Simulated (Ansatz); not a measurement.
# Dielectric response of BaTiO3 (001), BaO faces films, part 2 of 7

Wanted: ε of perovskite BaTiO3 (001), BaO faces by finite fields on slabs, and the band edges against the vacuum where run.

Ansatz 0.2.0; plane-wave DFT, PBE, Ansatz PAW (the session's first sound run).

So far, gap on the k-mesh (eV): step 2 (relaxation, 12 atoms, units 2) 1.94.

### 3. Single point on the relaxed film, 12 atoms, units 2

The film was relaxed beforehand; a single point on the relaxed positions gives its levels and potential.

Contents of input.yaml:

```yaml
crystal:
  lattice:
    - [4.0, 0.0, 0.0]
    - [0.0, 4.0, 0.0]
    - [0.0, 0.0, 26.0]
  atoms:
    - { symbol: Ba, position: [0.0, 0.0, 0.3482426898] }
    - { symbol: O, position: [0.5, 0.5, 0.3463997312] }
    - { symbol: Ti, position: [0.5, 0.5, 0.4204113441] }
    - { symbol: O, position: [0.0, 0.5, 0.4209819654] }
    - { symbol: O, position: [0.5, 0.0, 0.4209819654] }
    - { symbol: Ba, position: [0.0, 0.0, 0.4999999979] }
    - { symbol: O, position: [0.5, 0.5, 0.5000000048] }
    - { symbol: Ti, position: [0.5, 0.5, 0.579588656] }
    - { symbol: O, position: [0.0, 0.5, 0.5790180346] }
    - { symbol: O, position: [0.5, 0.0, 0.5790180346] }
    - { symbol: Ba, position: [0.0, 0.0, 0.651757304] }
    - { symbol: O, position: [0.5, 0.5, 0.6536002722] }
kpoints:
  mp_grid: { grid: [8, 8, 1] }
hamiltonian:
  xc: pbe
scf:
  occupations: { method: fixed }
  convergence: { dr2_threshold: 1.0e-09 }
efield:
  axis: 3
  dipole_correction: true
  ramp_position: 0.97
  ramp_width: 0.06
output:
  eigenvalues: true
  write_potential: true
  write_density: true
  volumetric_format: npy
```

On the command line:

```bash
$ ansatz run input.yaml --threads 16 --pin off --max-ram 32768MiB --backend cpu --events-out ev --progress --plain --runs-dir out
```

Numbers of over 12 decimals in the logs are rounded to 6 here.

Log:

```text
[...]
Crystal: 12 atoms, lattice volume = 416.000 Å³
Basis set: ecut = 420 eV, 8151 PW (Γ)
Bands: 60, of which v1, the nominal top of the filled ones, is band 48 counted from 1 (47 counted from 0)
Symmetry: 8 space group operations
k-points: 15 of 64
[...]
SCF iter   1: F=—  HF=-26838.484502 eV  |F-HF|=—  |Δ(HF+E_count)|=         —  Δρ=1.31e-3  dr2=2.00e-2  ethr=1.77e-3  p=-0.000 e·Å  D=-6.14e-8 V/Å  ΔV_dip=0.00 eV  dr2_dipole=2.75e-9  V_vac-E_F(+/−)=3.22/3.22 eV  ⟨swp⟩=5.4  Hψ=3430  notcnv=0  defer=119
[...]
SCF iter  11: F=-26838.485323 eV  HF=-26838.485323 eV  |F-HF|=2.55e-10  |Δ(HF+E_count)|=   2.21e-9  Δρ=2.93e-7  dr2=3.98e-10  ethr=1.04e-12  p=-0.000 e·Å  D=-3.37e-8 V/Å  ΔV_dip=0.00 eV  dr2_dipole=1.85e-12  V_vac-E_F(+/−)=3.25/3.25 eV  ⟨swp⟩=15.9  Hψ=4314  notcnv=0
SCF 1 converged in 11 iterations: F = -26838.485323 eV  dr2 = 3.98e-10
[...]
SCF converged after 11 iterations
Free energy (F): -26838.485323 eV
[...]
Internal energy: -26838.485323 eV  (E = F + TS)
E sigma→0 (E₀):  -26838.485323 eV
Fermi energy:    2.142669 eV
Dipole field:    D = -0.000001 V/Å  (p = -0.000003 e·Å, saw-weighted, corrected)
Work function:   Φ+ = 3.2544 eV   Φ− = 3.2544 eV
[...]
--- Band table (eV; the first three rows and the last of 15) ---
  k-point 0: bands = [... 44 lower, 1.6416, 1.8326, 2.0988, 2.0988, 4.0794, 4.1278, 4.5687, 4.6564, ... 8 higher]
  k-point 1: bands = [... 44 lower, 1.5062, 1.7785, 2.0001, 2.0027, 4.3780, 4.4137, 4.7070, 4.7741, ... 8 higher]
  k-point 2: bands = [... 44 lower, 1.3360, 1.7949, 1.8976, 2.0385, 4.8535, 5.0007, 5.0278, 5.1033, ... 8 higher]
  k-point 14: bands = [... 44 lower, 1.9526, 1.9702, 2.1396, 2.1396, 6.0945, 6.0945, 6.2393, 6.3307, ... 8 higher]
```

It took 7.2 s on 16 threads of Arm Neoverse V1, shared host; peak memory 1.9 GiB.

Numbers from this step:

| Property | Result |
| --- | --- |
| dipole along the normal | -3.00e-6 e·Å |
| electron affinity, upper face | 1.318 eV |

Running mean over 4 Å of the planar mean; the ramp of the sawtooth is left out. Electron's electrostatic potential energy less the highest filled level against z:

| z (Å) | electron's electrostatic potential energy less the highest filled level (eV) |
| --- | --- |
| 4 | 3.25 |
| 6 | 3.08 |
| 8 | -1.11 |
| 10 | -4.92 |
| 12 | -4.63 |
| 14 | -4.63 |
| 16 | -4.92 |
| 18 | -1.11 |
| 20 | 3.08 |
| 22 | 3.25 |

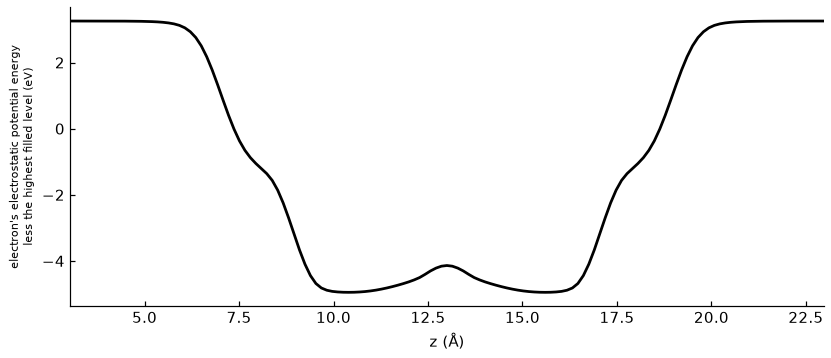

Electron's electrostatic potential energy less the highest filled level, plotted against z.

The gap is 1.94 eV, with the valence edge 3.25 eV and the conduction edge 1.32 eV under the upper vacuum level.

### 4. Atoms held, 12 atoms, units 2, field 0.05 V/Å

A sawtooth potential applies the field, turning back in the middle of the vacuum. With the dipole correction the typed value is the field outside the slab. The induced dipole is small, so the SCF threshold is tight.

Changes to input.yaml since step 3:

```diff
@@ -24,3 +24,3 @@
   occupations: { method: fixed }
-  convergence: { dr2_threshold: 1.0e-09 }
+  convergence: { dr2_threshold: 1.0e-10 }
 efield:
@@ -30,4 +30,4 @@
   ramp_width: 0.06
+  amplitude: 0.05
 output:
-  eigenvalues: true
   write_potential: true
```

Log:

```text
[...]
Crystal: 12 atoms, lattice volume = 416.000 Å³
Basis set: ecut = 420 eV, 8151 PW (Γ)
Bands: 60, of which v1, the nominal top of the filled ones, is band 48 counted from 1 (47 counted from 0)
Symmetry: 8 space group operations
k-points: 15 of 64
[...]
SCF iter   1: F=—  HF=-26856.009651 eV  |F-HF|=—  |Δ(HF+E_count)|=         —  Δρ=1.13e-1  dr2=6.44e1  ethr=3.10e-3  p=0.052 e·Å  D=2.28e-2 V/Å  ΔV_dip=-0.59 eV  dr2_dipole=5.43e-4  V_vac-E_F(+/−)=13.43/12.83 eV  ⟨swp⟩=6.4  Hψ=3716  notcnv=0  defer=135
[...]
SCF iter  17: F=-26838.486349 eV  HF=-26838.486349 eV  |F-HF|=4.00e-11  |Δ(HF+E_count)|=  1.75e-10  Δρ=1.01e-7  dr2=3.28e-11  ethr=1.00e-12  p=0.041 e·Å  D=1.78e-2 V/Å  ΔV_dip=-0.46 eV  dr2_dipole=5.55e-13  V_vac-E_F(+/−)=3.60/2.88 eV  ⟨swp⟩=20.4  Hψ=5026  notcnv=0
SCF 1 converged in 17 iterations: F = -26838.486349 eV  dr2 = 3.28e-11
[...]
SCF converged after 17 iterations
[...]
Free energy (F): -26838.486349 eV
[...]
Internal energy: -26838.486349 eV  (E = F + TS)
E sigma→0 (E₀):  -26838.486349 eV
Fermi energy:    2.142829 eV
Dipole field:    D = 0.017846 V/Å  (p = 0.041028 e·Å, saw-weighted, corrected)
Work function:   not extracted (applied field tilts the vacuum); planar V_es + V_field profile in the machine report
[...]
--- Band table (eV; the first three rows and the last of 15) ---
  k-point 0: bands = [... 44 lower, 1.6410, 1.8326, 2.0990, 2.0990, 4.0741, 4.1325, 4.4783, 4.7406, ... 8 higher]
  k-point 1: bands = [... 44 lower, 1.5057, 1.7784, 2.0004, 2.0029, 4.3714, 4.4198, 4.6118, 4.8233, ... 8 higher]
  k-point 2: bands = [... 44 lower, 1.3367, 1.7951, 1.8963, 2.0395, 4.8529, 4.9928, 5.0018, 5.0352, ... 8 higher]
  k-point 14: bands = [... 44 lower, 1.9428, 1.9795, 2.1397, 2.1397, 6.0929, 6.0929, 6.2363, 6.3316, ... 8 higher]
```

It took 8.7 s on 16 threads; peak memory 1.9 GiB.

Numbers from this step:

```yaml
gap_on_the_k_mesh: 1.931 eV
dipole_along_the_normal: 0.04103 e·Å
```

The dipole is 0.0410 e·Å, and the gap on the mesh 1.931 eV.

### 5. Atoms held, 12 atoms, units 2, field -0.05 V/Å

Changes to input.yaml since step 4:

```diff
@@ -30,3 +30,3 @@
   ramp_width: 0.06
-  amplitude: 0.05
+  amplitude: -0.05
 output:
```

Log:

```text
[...]
Crystal: 12 atoms, lattice volume = 416.000 Å³
Basis set: ecut = 420 eV, 8151 PW (Γ)
Bands: 60, of which v1, the nominal top of the filled ones, is band 48 counted from 1 (47 counted from 0)
Symmetry: 8 space group operations
k-points: 15 of 64
[...]
k-point 0: bands = [... 44 lower, 1.6410, 1.8326, 2.0990, 2.0990, 4.0741, 4.1325, 4.4783, 4.7406, ... 8 higher]
  k-point 1: bands = [... 44 lower, 1.5057, 1.7784, 2.0004, 2.0029, 4.3714, 4.4198, 4.6118, 4.8233, ... 8 higher]
  k-point 2: bands = [... 44 lower, 1.3367, 1.7951, 1.8963, 2.0395, 4.8529, 4.9928, 5.0018, 5.0352, ... 8 higher]
  k-point 14: bands = [... 44 lower, 1.9428, 1.9795, 2.1397, 2.1397, 6.0929, 6.0929, 6.2363, 6.3316, ... 8 higher]
[key lines of the parts left out:]
SCF converged after 17 iterations
Free energy (F): -26838.486349 eV
Fermi energy:    2.142829 eV
Dipole field:    D = -0.017846 V/Å  (p = -0.041028 e·Å, saw-weighted, corrected)
```

Elapsed: 8.8 s, on 16 threads; peak memory 1.9 GiB; 1.9 min of CPU time.

The dipole is -0.0410 e·Å, and the gap on the mesh 1.931 eV.

### 6. Response with the atoms held, 12 atoms, units 2

This step: plane-wave DFT, PBE, Ansatz PAW; response to a field along the normal, atoms held (Ansatz 0.2.0).

The two fields give this film's response with the atoms held: the electronic part.

This step gave:

| Property | Result |
| --- | --- |
| equivalent conductor thickness p/(ε₀AE) | 9.280 Å |
| distance between the outer atoms | 7.987 Å |
| thickness | 10 Å |

Local field over the applied field, running mean. From the potentials at -0.05 and 0.05 V/Å; running mean over 4 Å, taken twice. Table of local field over applied field by z:

| z (Å) | local field over applied field |
| --- | --- |
| 5 | 0.937 |
| 6 | 0.836 |
| 7 | 0.685 |
| 8 | 0.499 |
| 9 | 0.331 |
| 10 | 0.216 |
| 11 | 0.159 |
| 12 | 0.145 |
| 13 | 0.145 |
| 14 | 0.145 |
| 15 | 0.159 |
| 16 | 0.216 |
| 17 | 0.331 |
| 18 | 0.499 |
| 19 | 0.685 |
| 20 | 0.836 |
| 21 | 0.937 |

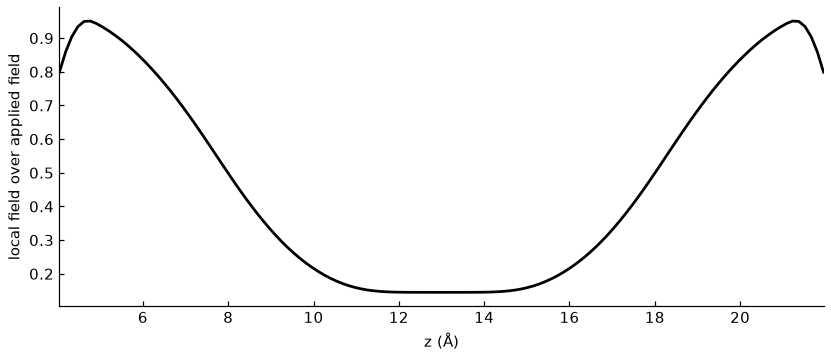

Local field over applied field, plotted against z.

The induced electron density oscillates, so the rows of the table below give means over windows of 2 Å about each position, cut where the curve ends. Its maxima inside the range that stand out by 2 % of the span (Å: e/Å³ per V/Å): 8.1: 0.00350, 9.1: 0.00119, 10.4: 9.9e-4, 12.3: 0.00130, 13.1: 8.6e-5, 14.6: 0.00141, 16.3: 0.00108, 17.2: -4.1e-4. Its minima: 8.8: 4.1e-4, 9.7: -0.00108, 11.4: -0.00141, 12.9: -8.6e-5, 13.7: -0.00130, 15.6: -9.9e-4, 16.9: -0.00119, 17.9: -0.0035.

Electrons, planar mean, per unit field. Induced electron density against z; means over each step:

| z (Å) | induced electron density (e/Å³ per V/Å) |
| --- | --- |
| 6 | 3.6e-4 |
| 8 | 0.00210 |
| 10 | -8.6e-6 |
| 12 | 2.2e-5 |
| 14 | -2.2e-5 |
| 16 | 8.6e-6 |
| 18 | -0.00210 |
| 20 | -3.6e-4 |

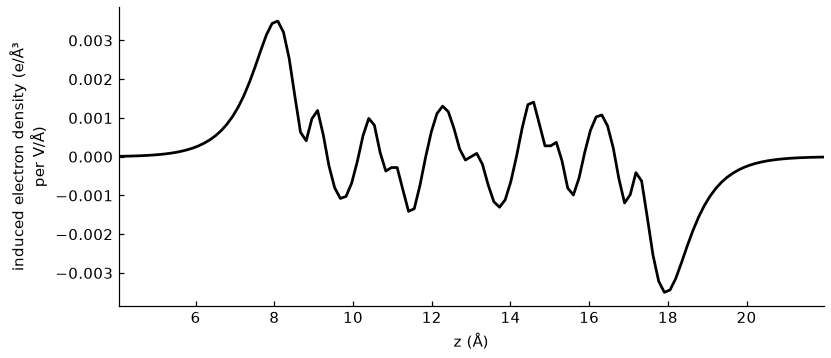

Induced electron density against z.

By hand: between -0.05 and 0.05 V/Å the dipole changes by 0.08206 e·Å, a slope of 0.8206 e·Å²/V. A perfect conductor of thickness t has p = ε₀AEt, so t = 180.95 × 0.8206 / 16.000 = 9.28 Å (e/ε₀ = 180.95 V·Å, A in Å²).

The induced dipole is that of a conductor 9.28 Å thick.

### 7. Relaxing in the field, 12 atoms, field 0.03 V/Å

This step: plane-wave DFT, PBE, Ansatz PAW (Ansatz 0.2.0).

Now the atoms may follow the field. A weak field makes forces of meV/Å to tens of meV/Å, so the force tolerance is set well below the usual one.

Changes to input.yaml since step 5:

```diff
@@ -30,3 +30,6 @@
   ramp_width: 0.06
-  amplitude: -0.05
+  amplitude: 0.03
+relax:
+  f_tol: 0.0006
+  max_steps: 70
 output:
```

Log:

```text
[...]
Crystal: 12 atoms, lattice volume = 416.000 Å³
Basis set: ecut = 420 eV, 8151 PW (Γ), exchange–correlation on 54×54×360 points (8 copies of the dense FFT grid, shifted against one another)
Bands: 60, of which v1, the nominal top of the filled ones, is band 48 counted from 1 (47 counted from 0)
Symmetry: 8 space group operations
k-points: 15 of 64
[...]
SCF iter   1: F=—  HF=-26856.005795 eV  |F-HF|=—  |Δ(HF+E_count)|=         —  Δρ=1.13e-1  dr2=6.45e1  ethr=3.10e-3  p=0.031 e·Å  D=1.37e-2 V/Å  ΔV_dip=-0.36 eV  dr2_dipole=1.97e-4  V_vac-E_F(+/−)=13.32/12.96 eV  ⟨swp⟩=6.5  Hψ=3677  notcnv=0  defer=131
[...]
SCF iter  17: F=-26838.484705 eV  HF=-26838.484705 eV  |F-HF|=1.82e-11  |Δ(HF+E_count)|=  1.71e-10  Δρ=7.55e-8  dr2=2.11e-11  ethr=1.00e-12  p=0.025 e·Å  D=1.07e-2 V/Å  ΔV_dip=-0.28 eV  dr2_dipole=8.19e-13  V_vac-E_F(+/−)=3.46/3.03 eV  ⟨swp⟩=7.0  Hψ=4673  notcnv=0
SCF 1 converged in 17 iterations: F = -26838.484705 eV  dr2 = 2.11e-11
[...]
relax step   1: F+E_penalty+E_count = -26838.48470525 eV  Δ(F+E_penalty+E_count) = +0.000e0 eV  max|allowed force component| = 3.271e-2 eV/Å  Δτ_max = 0.0000 Å  (17 SCF iters, accepted)
[...]
SCF iter  11: F=-26838.483888 eV  HF=-26838.483888 eV  |F-HF|=2.91e-11  |Δ(HF+E_count)|=  1.09e-11  Δρ=1.02e-7  dr2=2.38e-11  ethr=1.00e-12  p=0.040 e·Å  D=1.74e-2 V/Å  ΔV_dip=-0.45 eV  dr2_dipole=9.87e-14  V_vac-E_F(+/−)=3.38/3.12 eV  ⟨swp⟩=7.0  Hψ=4677  notcnv=0
SCF 2 converged in 11 iterations: F = -26838.483888 eV  dr2 = 2.38e-11
[...]
relax step   2: F+E_penalty+E_count = -26838.48388813 eV  Δ(F+E_penalty+E_count) = +8.171e-4 eV  max|allowed force component| = 8.159e-2 eV/Å  Δτ_max = 0.0095 Å  (11 SCF iters, rejected (line search))
SCF iter   1: F=—  HF=-26838.484869 eV  |F-HF|=—  |Δ(HF+E_count)|=         —  Δρ=2.42e-4  dr2=1.20e-3  ethr=1.44e-5  p=0.040 e·Å  D=1.74e-2 V/Å  ΔV_dip=-0.45 eV  dr2_dipole=6.88e-4  V_vac-E_F(+/−)=3.38/3.12 eV  ⟨swp⟩=4.6  Hψ=1627  notcnv=0  defer=149
[...]
SCF iter  10: F=-26838.484754 eV  HF=-26838.484754 eV  |F-HF|=4.73e-11  |Δ(HF+E_count)|=  2.18e-10  Δρ=1.47e-7  dr2=6.98e-11  ethr=1.00e-12  p=0.028 e·Å  D=1.21e-2 V/Å  ΔV_dip=-0.31 eV  dr2_dipole=1.27e-12  V_vac-E_F(+/−)=3.45/3.05 eV  ⟨swp⟩=7.1  Hψ=4861  notcnv=0
SCF 3 converged in 10 iterations: F = -26838.484754 eV  dr2 = 6.98e-11
relax step   3: F+E_penalty+E_count = -26838.48475447 eV  Δ(F+E_penalty+E_count) = -4.921e-5 eV  max|allowed force component| = 1.486e-2 eV/Å  Δτ_max = 0.0016 Å  (10 SCF iters, accepted)
[...]
relax step   4: F+E_penalty+E_count = -26838.48475749 eV  Δ(F+E_penalty+E_count) = -3.021e-6 eV  max|allowed force component| = 2.049e-2 eV/Å  Δτ_max = 0.0014 Å  (9 SCF iters, accepted)
[...]
relax step   5: F+E_penalty+E_count = -26838.48477190 eV  Δ(F+E_penalty+E_count) = -1.442e-5 eV  max|allowed force component| = 2.546e-3 eV/Å  Δτ_max = 0.0007 Å  (8 SCF iters, accepted)
[...]
relax step   6: F+E_penalty+E_count = -26838.48477291 eV  Δ(F+E_penalty+E_count) = -1.005e-6 eV  max|allowed force component| = 1.296e-3 eV/Å  Δτ_max = 0.0004 Å  (7 SCF iters, accepted)
SCF iter   1: F=—  HF=-26838.484773 eV  |F-HF|=—  |Δ(HF+E_count)|=         —  Δρ=3.47e-6  dr2=2.34e-7  ethr=6.47e-10  p=0.029 e·Å  D=1.26e-2 V/Å  ΔV_dip=-0.33 eV  dr2_dipole=9.83e-8  V_vac-E_F(+/−)=3.44/3.05 eV  ⟨swp⟩=3.9  Hψ=2329  notcnv=0  defer=69
[...]
SCF iter   6: F=-26838.484773 eV  HF=-26838.484773 eV  |F-HF|=2.11e-10  |Δ(HF+E_count)|=  1.42e-10  Δρ=1.02e-7  dr2=4.24e-11  ethr=1.00e-12  p=0.029 e·Å  D=1.26e-2 V/Å  ΔV_dip=-0.33 eV  dr2_dipole=2.17e-13  V_vac-E_F(+/−)=3.44/3.05 eV  ⟨swp⟩=6.9  Hψ=4675  notcnv=0
SCF 7 converged in 6 iterations: F = -26838.484773 eV  dr2 = 4.24e-11
relax step   7: F+E_penalty+E_count = -26838.48477302 eV  Δ(F+E_penalty+E_count) = -1.126e-7 eV  max|allowed force component| = 1.758e-4 eV/Å  Δτ_max = 0.0001 Å  (6 SCF iters, accepted)
NSCF: frozen V_eff on 15 k-points
[...]
SCF converged after 6 iterations
[...]
Free energy (F): -26838.484773 eV
[...]
Internal energy: -26838.484773 eV  (E = F + TS)
E sigma→0 (E₀):  -26838.484773 eV
Fermi energy:    2.141903 eV
Dipole field:    D = 0.012648 V/Å  (p = 0.029077 e·Å, saw-weighted, corrected)
Work function:   not extracted (applied field tilts the vacuum); planar V_es + V_field profile in the machine report
[...]
--- Forces (eV/Å), atoms counted from 1 ---
  atom   1  Ba     0.00000000     0.00000000    -0.00001065
  atom   2  O     -0.00000000     0.00000000     0.00005891
  atom   3  Ti     0.00000000     0.00000000    -0.00012744
  atom   4  O     -0.00000000     0.00000000     0.00003039
  atom   5  O      0.00000000     0.00000000     0.00003039
  atom   6  Ba     0.00000000     0.00000000    -0.00006635
  atom   7  O     -0.00000000     0.00000000    -0.00017570
  atom   8  Ti    -0.00000000     0.00000000     0.00011167
  atom   9  O      0.00000000     0.00000000     0.00005399
  atom  10  O      0.00000000     0.00000000     0.00005399
  atom  11  Ba    -0.00000000     0.00000000     0.00005878
  atom  12  O      0.00000000     0.00000000    -0.00001687
  max |Σ_I F_I| component: 1.12e-6 eV/Å
--- Band table (eV; the first three rows and the last of 15) ---
  k-point 0: bands = [... 44 lower, 1.6411, 1.8318, 2.0980, 2.0980, 4.0788, 4.1273, 4.5470, 4.6779, ... 8 higher]
  k-point 1: bands = [... 44 lower, 1.5058, 1.7776, 1.9995, 2.0020, 4.3774, 4.4132, 4.6824, 4.7976, ... 8 higher]
  k-point 2: bands = [... 44 lower, 1.3355, 1.7943, 1.8967, 2.0379, 4.8531, 5.0001, 5.0273, 5.0731, ... 8 higher]
  k-point 14: bands = [... 44 lower, 1.9513, 1.9691, 2.1384, 2.1384, 6.0940, 6.0940, 6.2389, 6.3305, ... 8 higher]
--- Relaxed structure (7 steps of the walk, 6 accepted, 0 SCFs on fresh bases) ---
  F+E_penalty+E_count = -26838.48477302 eV   max|allowed force component| = 1.758e-4 eV/Å
  atoms:
    - { symbol: Ba, position: [0, 0.0, 0.348295] }
    - { symbol: O, position: [0.5, 0.5, 0.346379] }
    - { symbol: Ti, position: [0.5, 0.5, 0.420441] }
    - { symbol: O, position: [0, 0.5, 0.420981] }
    - { symbol: O, position: [0.5, 0.0, 0.420981] }
    - { symbol: Ba, position: [0, 0.0, 0.500009] }
    - { symbol: O, position: [0.5, 0.5, 0.499956] }
    - { symbol: Ti, position: [0.5, 0.5, 0.579601] }
    - { symbol: O, position: [0, 0.5, 0.579005] }
    - { symbol: O, position: [0.5, 0.0, 0.579005] }
    - { symbol: Ba, position: [0, 0.0, 0.651783] }
    - { symbol: O, position: [0.5, 0.5, 0.653564] }
```

Elapsed: 24 s, on 16 threads; peak memory 2 GiB.

No atom moved by 0.005 Å in the relaxation.

Numbers from this step:

```yaml
gap_on_the_k_mesh: 1.937 eV
dipole_along_the_normal: 0.02908 e·Å
```

The relaxation took 7 steps and lowered the energy by 6.8e-5 eV; the largest force on the free atoms ends at 1.8e-4 eV/Å.

The dipole is 0.0291 e·Å, and the gap on the mesh 1.937 eV.

### 8. Relaxing in the field, 12 atoms, field -0.03 V/Å

The opposite sign, again from the field-free geometry; the difference of the two cancels what relaxes without a field.

Changes to input.yaml since step 7:

```diff
@@ -30,3 +30,3 @@
   ramp_width: 0.06
-  amplitude: 0.03
+  amplitude: -0.03
 relax:
```

Log:

```text
[...]
Crystal: 12 atoms, lattice volume = 416.000 Å³
Basis set: ecut = 420 eV, 8151 PW (Γ), exchange–correlation on 54×54×360 points (8 copies of the dense FFT grid, shifted against one another)
Bands: 60, of which v1, the nominal top of the filled ones, is band 48 counted from 1 (47 counted from 0)
Symmetry: 8 space group operations
k-points: 15 of 64
[...]
- { symbol: Ti, position: [0.5, 0.5, 0.420399] }
    - { symbol: O, position: [0, 0.5, 0.420996] }
    - { symbol: O, position: [0.5, 0.0, 0.420996] }
    - { symbol: Ba, position: [0, 0.0, 0.499991] }
    - { symbol: O, position: [0.5, 0.5, 0.500043] }
    - { symbol: Ti, position: [0.5, 0.5, 0.579558] }
    - { symbol: O, position: [0, 0.5, 0.579018] }
    - { symbol: O, position: [0.5, 0.0, 0.579018] }
    - { symbol: Ba, position: [0, 0.0, 0.651705] }
    - { symbol: O, position: [0.5, 0.5, 0.653621] }
[key lines of the parts left out:]
SCF converged after 7 iterations
Free energy (F): -26838.484773 eV
Fermi energy:    2.141865 eV
Dipole field:    D = -0.012654 V/Å  (p = -0.029091 e·Å, saw-weighted, corrected)
```

The job ended after 22 s (16 threads; peak memory 2 GiB).

No atom moved by 0.005 Å in the relaxation.

The relaxation took 6 steps and lowered the energy by 6.8e-5 eV; the largest force on the free atoms ends at 4.5e-4 eV/Å.

The dipole is -0.0291 e·Å, and the gap on the mesh 1.937 eV.

(Part 2 of 7 ends here.)

[Logs are printed without paths, hosts, clocks, repeated set-up lines and the standing remarks that a program may print on its own settings, such as how far it seeks lower states.]

[Hosts, paths, dates, database ids (printed as entryN), source tags and the programs' standing remarks are cut or masked in the printed files.]

[Maps of the electrostatic potential energy from Ansatz leave out the sawtooth potential of an applied field or a dipole correction, so their vacuum need not be flat; planar profiles and work functions include it.]
